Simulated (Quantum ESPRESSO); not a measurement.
**Magnetic state of MnO2 from several starts**

Does MnO2 prefer parallel or opposed moments?

Program: Quantum ESPRESSO 7.5. Level of theory: LDA with U = 4 eV on Mn d (ortho-atomic projectors); plane waves with GBRV 1.5 LDA potentials, no spin-orbit coupling. Results are calculated unless marked as measured.

**1. Starting point**

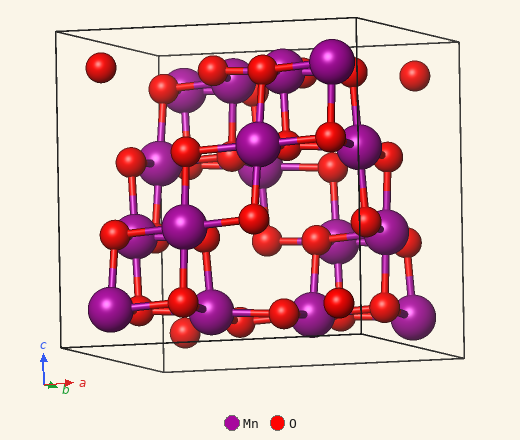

The starting structure, seen slightly off an axis (manganese purple, oxygen red). This picture shows the conventional cell, with its axes. Bonds to atoms that aren't drawn are left out.

The cell comes from Materials Project 2023-11-01, a database of computed structures, and need not be the stable phase.

**2. Run 1 (ferro ++++)**

The signs are those of the starting moments on the seeded atoms, the atoms that are given a moment.

pw.in reads:

```
&CONTROL
  calculation = 'scf'
  prefix = 'pwscf'
  outdir = './tmp'
  pseudo_dir = './pseudo'
  disk_io = 'nowf'
/
&SYSTEM
  ibrav = 0
  celldm(1) = 8
  nat = 12
  ntyp = 2
  ecutwfc = 40
  ecutrho = 280
  nbnd = 79
  occupations = 'smearing'
  smearing = 'fd'
  degauss = 0.00367493
  nspin = 2
  starting_magnetization(1) = 0.3
  starting_magnetization(2) = 0
/
&ELECTRONS
  conv_thr = 2.4d-08
  electron_maxstep = 150
  mixing_beta = 0.3
/
ATOMIC_SPECIES
Mn     54.9380 mn_lda_v1.5.uspp.F.UPF
O      15.9990 o_lda_v1.2.uspp.F.UPF
CELL_PARAMETERS alat
   0.0000000000000    0.9495856074707    0.9495856074707
   0.9495856074707    0.0000000000000    0.9495856074707
   0.9495856074707    0.9495856074707    0.0000000000000
ATOMIC_POSITIONS crystal
Mn      0.6250000000    0.1250000000    0.6250000000
Mn      0.1250000000    0.6250000000    0.6250000000
Mn      0.6250000000    0.6250000000    0.1250000000
Mn      0.6250000000    0.6250000000    0.6250000000
O       0.8328612900    0.3890462400    0.3890462400
O       0.3890462400    0.8328612900    0.3890462400
O       0.3890462400    0.3890462400    0.3890462400
O       0.3890462400    0.3890462400    0.8328612900
O       0.8609537600    0.4171387100    0.8609537600
O       0.4171387100    0.8609537600    0.8609537600
O       0.8609537600    0.8609537600    0.4171387100
O       0.8609537600    0.8609537600    0.8609537600
K_POINTS automatic
4 4 4 0 0 0
HUBBARD {ortho-atomic}
U Mn-3d 4.0000
```

Launch:

```sh
$ OMP_NUM_THREADS=1 mpirun -n 4 pw.x -nk 4 -in pw.in > pw.out
```

Log:

```text
Program PWSCF v.7.5 starts

     Message from routine setup:
     using ibrav=0 with symmetry is DISCOURAGED, use correct ibrav instead

     K-points division:     npool     =       4
     Subspace diagonalization in iterative solution of the eigenvalue problem:

     G-vector sticks info
     --------------------
     sticks:   dense  smooth     PW     G-vecs:    dense   smooth      PW
     Sum        2233    1273    367                69473    29939    4645

     Using Slab Decomposition

     bravais-lattice index     =            0
     lattice parameter (alat)  =       8.0000  a.u.
     unit-cell volume          =     876.8036 (a.u.)^3
     number of atoms/cell      =           12
     number of atomic types    =            2
     number of electrons       =       108.00
     number of Kohn-Sham states=           79
     kinetic-energy cutoff     =      40.0000  Ry
     charge density cutoff     =     280.0000  Ry
     scf convergence threshold =      2.4E-08
     mixing beta               =       0.3000
     number of iterations used =            8  plain     mixing
     Exchange-correlation= SLA  PZ   NOGX NOGC
                           (   1   1   0   0   0   0   0)
     Hubbard projectors: ortho-atomic
     Hubbard parameters of DFT+U (Dudarev formulation) in eV:
     U(Mn-3d) =  4.0000

     Internal variables: lda_plus_u =T, lda_plus_u_kind = 0

     Internal variables: orbital_resolved =F, hub_pot_fix =F, apply_U = F

     celldm(1)=   8.000000  celldm(2)=   0.000000  celldm(3)=   0.000000
     celldm(4)=   0.000000  celldm(5)=   0.000000  celldm(6)=   0.000000

     crystal axes: (cart. coord. in units of alat)
               a(1) = (   0.000000   0.949586   0.949586 )
               a(2) = (   0.949586   0.000000   0.949586 )
               a(3) = (   0.949586   0.949586   0.000000 )

     reciprocal axes: (cart. coord. in units 2 pi/alat)
               b(1) = ( -0.526545  0.526545  0.526545 )
               b(2) = (  0.526545 -0.526545  0.526545 )
               b(3) = (  0.526545  0.526545 -0.526545 )

     PseudoPot. # 1 for Mn read from file:
     mn_lda_v1.5.uspp.F.UPF
     Pseudo is Ultrasoft + core correction, Zval = 15.0
     Generated by new atomic code, or converted to UPF format
     Using radial grid of  859 points,  6 beta functions with:
                l(1) =   0
                l(2) =   0
                l(3) =   1
                l(4) =   1
                l(5) =   2
                l(6) =   2
     Q(r) pseudized with  8 coefficients,  rinner =    0.950   0.950   0.950
                                                       0.950   0.950

     PseudoPot. # 2 for O  read from file:
     o_lda_v1.2.uspp.F.UPF
     Pseudo is Ultrasoft + core correction, Zval =  6.0
     Generated by new atomic code, or converted to UPF format
     Using radial grid of  737 points,  5 beta functions with:
                l(1) =   0
                l(2) =   0
                l(3) =   1
                l(4) =   1
                l(5) =   2
     Q(r) pseudized with  8 coefficients,  rinner =    0.900   0.900   0.900
                                                       0.900   0.900

     atomic species   valence    mass     pseudopotential
     Mn               15.00    54.93800     Mn( 1.00)
     O                 6.00    15.99900     O ( 1.00)

     Starting magnetic structure
     atomic species   magnetization
     Mn              0.300
     O               0.000

     48 Sym. Ops., with inversion, found (24 have fractional translation)

   Cartesian axes

     site n.     atom                  positions (alat units)
         1        Mn     tau(   1) = (   0.7121892   1.1869820   0.7121892  )
         2        Mn     tau(   2) = (   1.1869820   0.7121892   0.7121892  )
         3        Mn     tau(   3) = (   0.7121892   0.7121892   1.1869820  )
         4        Mn     tau(   4) = (   1.1869820   1.1869820   1.1869820  )
         5        O      tau(   5) = (   0.7388654   1.1603058   1.1603058  )
         6        O      tau(   6) = (   1.1603058   0.7388654   1.1603058  )
         7        O      tau(   7) = (   0.7388654   0.7388654   0.7388654  )
         8        O      tau(   8) = (   1.1603058   1.1603058   0.7388654  )
         9        O      tau(   9) = (   1.2136582   1.6350986   1.2136582  )
        10        O      tau(  10) = (   1.6350986   1.2136582   1.2136582  )
        11        O      tau(  11) = (   1.2136582   1.2136582   1.6350986  )
        12        O      tau(  12) = (   1.6350986   1.6350986   1.6350986  )

     number of k points=     8  Fermi-Dirac smearing, width (Ry)=  0.0037
                       cart. coord. in units 2pi/alat
        k(    1) = (   0.0000000   0.0000000   0.0000000), wk =   0.0156250
        k(    2) = (   0.1316364   0.1316364  -0.1316364), wk =   0.1250000
        k(    3) = (  -0.2632727  -0.2632727   0.2632727), wk =   0.0625000
        k(    4) = (   0.2632727   0.0000000   0.0000000), wk =   0.0937500
        k(    5) = (  -0.1316364  -0.3949091   0.3949091), wk =   0.3750000
        k(    6) = (   0.0000000  -0.2632727   0.2632727), wk =   0.1875000
        k(    7) = (  -0.5265455   0.0000000   0.0000000), wk =   0.0468750
        k(    8) = (  -0.5265455   0.2632727   0.0000000), wk =   0.0937500

     Dense  grid:    69473 G-vectors     FFT dimensions: (  60,  60,  60)

     Smooth grid:    29939 G-vectors     FFT dimensions: (  48,  48,  48)

     Check: negative core charge=   -0.000041
     Generating pointlists ...
     new r_m :   0.1855 (alat units)  1.4840 (a.u.) for type    1
     new r_m :   0.1855 (alat units)  1.4840 (a.u.) for type    2

     Initial potential from superposition of free atoms

     starting charge     105.9997, renormalised to     108.0000

     STARTING HUBBARD OCCUPATIONS:

     =================== HUBBARD OCCUPATIONS ===================
     ------------------------ ATOM    1 ------------------------
     Tr[ns(  1)] (up, down, total) =   5.00000  0.00000  5.00000
     Atomic magnetic moment for atom   1 =   5.00000
     [... lines left out ...]
     ------------------------ ATOM    2 ------------------------
     Tr[ns(  2)] (up, down, total) =   5.00000  0.00000  5.00000
     Atomic magnetic moment for atom   2 =   5.00000
     [... lines left out ...]
     ------------------------ ATOM    3 ------------------------
     Tr[ns(  3)] (up, down, total) =   5.00000  0.00000  5.00000
     Atomic magnetic moment for atom   3 =   5.00000
     [... lines left out ...]
     ------------------------ ATOM    4 ------------------------
     Tr[ns(  4)] (up, down, total) =   5.00000  0.00000  5.00000
     Atomic magnetic moment for atom   4 =   5.00000
     [... lines left out ...]
     Number of occupied Hubbard levels =   20.0000

     Atomic wfc used for Hubbard projectors are orthogonalized

     Starting wfcs are   84 randomized atomic wfcs

     Self-consistent Calculation

     iteration #  1     ecut=    40.00 Ry     beta= 0.30
     Davidson diagonalization with overlap
     ethr =  1.00E-02,  avg # of iterations =  6.2

     =================== HUBBARD OCCUPATIONS ===================
     ------------------------ ATOM    1 ------------------------
     Tr[ns(  1)] (up, down, total) =   3.63137  0.37693  4.00830
     Atomic magnetic moment for atom   1 =   3.25444
     [... lines left out ...]
     ------------------------ ATOM    2 ------------------------
     Tr[ns(  2)] (up, down, total) =   3.63137  0.37693  4.00830
     Atomic magnetic moment for atom   2 =   3.25444
     [... lines left out ...]
     ------------------------ ATOM    3 ------------------------
     Tr[ns(  3)] (up, down, total) =   3.63137  0.37693  4.00830
     Atomic magnetic moment for atom   3 =   3.25444
     [... lines left out ...]
     ------------------------ ATOM    4 ------------------------
     Tr[ns(  4)] (up, down, total) =   3.63137  0.37693  4.00830
     Atomic magnetic moment for atom   4 =   3.25444
     [... lines left out ...]
     Number of occupied Hubbard levels =   16.0332

     total energy              =   -1100.58558931 Ry
     estimated scf accuracy    <       8.29172972 Ry

     total magnetization       =    12.00 Bohr mag/cell
     absolute magnetization    =    13.88 Bohr mag/cell

     iteration #  2     ecut=    40.00 Ry     beta= 0.30
     Davidson diagonalization with overlap
     ethr =  7.68E-03,  avg # of iterations =  1.9

     total energy              =   -1102.09933615 Ry
     estimated scf accuracy    <       2.06346873 Ry

     total magnetization       =    12.00 Bohr mag/cell
     absolute magnetization    =    13.88 Bohr mag/cell

     iteration #  3     ecut=    40.00 Ry     beta= 0.30
     Davidson diagonalization with overlap
     ethr =  1.91E-03,  avg # of iterations =  1.8

     total energy              =   -1102.38276595 Ry
     estimated scf accuracy    <       0.28768758 Ry

     total magnetization       =    12.00 Bohr mag/cell
     absolute magnetization    =    13.87 Bohr mag/cell

     [... further iterations left out ...]

     iteration # 11     ecut=    40.00 Ry     beta= 0.30
     Davidson diagonalization with overlap
     ethr =  1.90E-08,  avg # of iterations =  1.5

     total energy              =   -1102.50087437 Ry
     estimated scf accuracy    <       0.00001147 Ry

     total magnetization       =    12.00 Bohr mag/cell
     absolute magnetization    =    13.78 Bohr mag/cell

     iteration # 12     ecut=    40.00 Ry     beta= 0.30
     Davidson diagonalization with overlap
     ethr =  1.06E-08,  avg # of iterations =  1.0

     total energy              =   -1102.50087626 Ry
     estimated scf accuracy    <       0.00000136 Ry

     total magnetization       =    12.00 Bohr mag/cell
     absolute magnetization    =    13.77 Bohr mag/cell

     iteration # 13     ecut=    40.00 Ry     beta= 0.30
     Davidson diagonalization with overlap
     ethr =  1.26E-09,  avg # of iterations =  2.4

     total energy              =   -1102.50087639 Ry
     estimated scf accuracy    <       0.00000031 Ry

     total magnetization       =    12.00 Bohr mag/cell
     absolute magnetization    =    13.76 Bohr mag/cell

     iteration # 14     ecut=    40.00 Ry     beta= 0.30
     Davidson diagonalization with overlap
     ethr =  2.87E-10,  avg # of iterations =  1.6

     Magnetic moment per site  (integrated on atomic sphere of radius R)
     atom   1 (R=0.186)  charge= 11.7263  magn=  2.7693
     atom   2 (R=0.186)  charge= 11.7263  magn=  2.7693
     atom   3 (R=0.186)  charge= 11.7263  magn=  2.7693
     atom   4 (R=0.186)  charge= 11.7263  magn=  2.7693
     atom   5 (R=0.186)  charge=  5.2267  magn= -0.0947
     atom   6 (R=0.186)  charge=  5.2267  magn= -0.0947
     atom   7 (R=0.186)  charge=  5.2267  magn= -0.0947
     atom   8 (R=0.186)  charge=  5.2267  magn= -0.0947
     atom   9 (R=0.186)  charge=  5.2267  magn= -0.0947
     atom  10 (R=0.186)  charge=  5.2267  magn= -0.0947
     atom  11 (R=0.186)  charge=  5.2267  magn= -0.0947
     atom  12 (R=0.186)  charge=  5.2267  magn= -0.0947

     End of self-consistent calculation

     =================== HUBBARD OCCUPATIONS ===================
     ------------------------ ATOM    1 ------------------------
     Tr[ns(  1)] (up, down, total) =   4.12086  0.94617  5.06702
     Atomic magnetic moment for atom   1 =   3.17469
     [... lines left out ...]
     ------------------------ ATOM    2 ------------------------
     Tr[ns(  2)] (up, down, total) =   4.12086  0.94617  5.06702
     Atomic magnetic moment for atom   2 =   3.17469
     [... lines left out ...]
     ------------------------ ATOM    3 ------------------------
     Tr[ns(  3)] (up, down, total) =   4.12086  0.94617  5.06702
     Atomic magnetic moment for atom   3 =   3.17469
     [... lines left out ...]
     ------------------------ ATOM    4 ------------------------
     Tr[ns(  4)] (up, down, total) =   4.12086  0.94617  5.06702
     Atomic magnetic moment for atom   4 =   3.17469
     [... lines left out ...]
     Number of occupied Hubbard levels =   20.2681

     [... lines left out ...]
     the Fermi energy is     7.7452 ev

!    total energy              =   -1102.50087651 Ry
     estimated scf accuracy    <       0.00000002 Ry
     smearing contrib. (-TS)   =      -0.00000000 Ry
     internal energy E=F+TS    =   -1102.50087651 Ry

     The total energy is F=E-TS. E is the sum of the following terms:
     one-electron contribution =    -774.70275423 Ry
     hartree contribution      =     430.47342141 Ry
     xc contribution           =    -161.95051779 Ry
     ewald contribution        =    -597.04272848 Ry
     Hubbard energy            =       0.72170258 Ry

     total magnetization       =    12.00 Bohr mag/cell
     absolute magnetization    =    13.76 Bohr mag/cell

     convergence has been achieved in  14 iterations

=------------------------------------------------------------------------------=
   JOB DONE.
=------------------------------------------------------------------------------=
```

Elapsed: 33 s, on 4 MPI ranks of Intel Xeon Platinum 8488C (Sapphire Rapids), shared host; peak memory 0.66 GiB.

Spin moment in the atom's sphere by atom:

```tsv
atom	spin moment in the atom's sphere (μB)
Mn1	2.77
Mn2	2.77
Mn3	2.77
Mn4	2.77
O5	-0.09
O6	-0.09
O7	-0.09
O8	-0.09
O9	-0.09
O10	-0.09
O11	-0.09
O12	-0.09
```

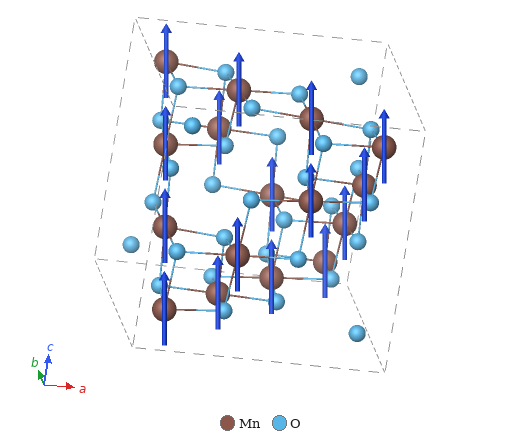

Spin moment in the atom's sphere as arrows, the longest 2.77 μB. Up and down stand for the sign. Arrows give size and sign along the axis of quantisation, drawn up and down the page. Bonds to atoms that aren't drawn are left out.

Read from the output:

| Item | Value |
| --- | --- |
| smearing term TS | 3.91e-9 eV |
| magnetization | 12 μB |
| absolute magnetization | 13.76 μB |
| final state | ferromagnetic |

(Continued in part 2 of 3.)

[Logs and program files are shortened in this print: banners, set-up blocks, solver, clock and traceback lines can be left out without a mark of their own.]

[Logs are printed without paths, hosts, clocks, repeated set-up lines and the standing remarks that a program may print on its own settings, such as how far it seeks lower states.]

[Hosts, paths, dates, database ids (printed as entryN), source tags and the programs' standing remarks are cut or masked in the printed files.]

[Where a cell is said to come from a database of computed structures, the database is the Materials Project.]
